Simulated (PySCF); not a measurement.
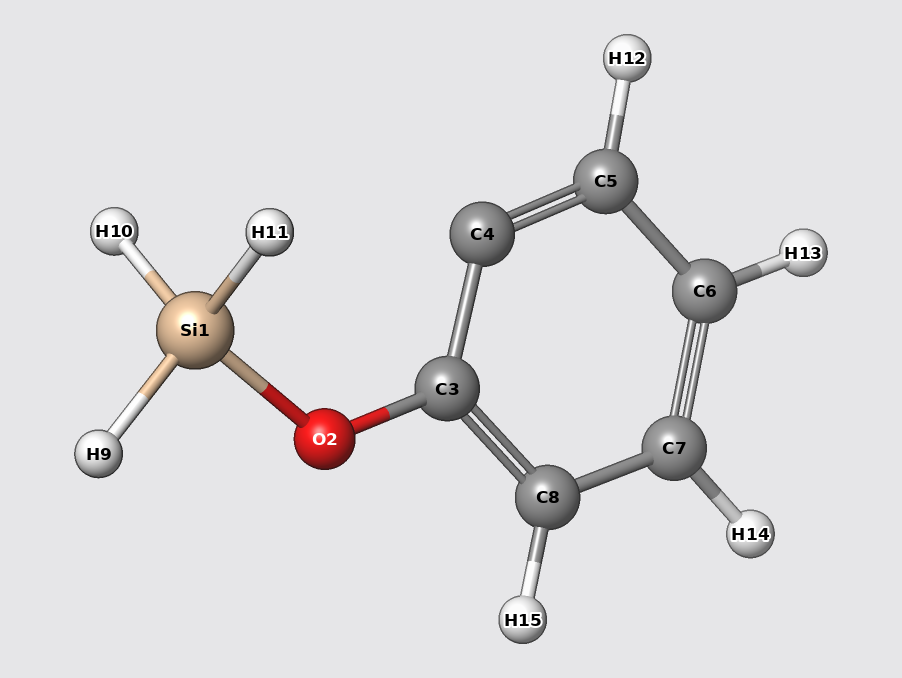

The species is neutral and a spin doublet. Computed geometry: GFN2-xTB optimisation. No frequency run is at hand to confirm it as a minimum. Computed with UKS B3LYP, pcH-1 on C H O Si, non-relativistic (PySCF 2.14.0). Fermi-contact and spin-dipolar terms alone, no spin-orbit part.

**Which nucleus has the largest dipolar (anisotropic) hyperfine coupling?**

13C at C4: principal values −77.4, −61.1, 138.5 MHz.

List the isotropic and dipolar parts for the most strongly coupled nuclei, one of each equivalent set.

| atom | isotope | a_iso (MHz) | dipolar part (MHz) |
| --- | --- | --- | --- |
| C4 | 13C | 361.3 | −77.4, −61.1, 138.5 |
| C3 | 13C | −3.0 | −15.4, −5.6, 21.0 |
| C5 | 13C | 4.0 | −13.1, −1.6, 14.7 |
| H12 | 1H | 65.3 | −6.7, −5.5, 12.3 |
| C6 | 13C | 45.5 | −6.4, −2.7, 9.1 |
| C8 | 13C | 28.5 | −5.4, −2.0, 7.3 |
| C7 | 13C | −4.6 | −5.9, 2.1, 3.8 |
| H13 | 1H | 12.3 | −3.2, −2.2, 5.4 |

The geometry is semi-empirical. Around Si such bond lengths and angles can be off by a tenth of an ångström or more and by several degrees, and values that hang on the shape move with them.
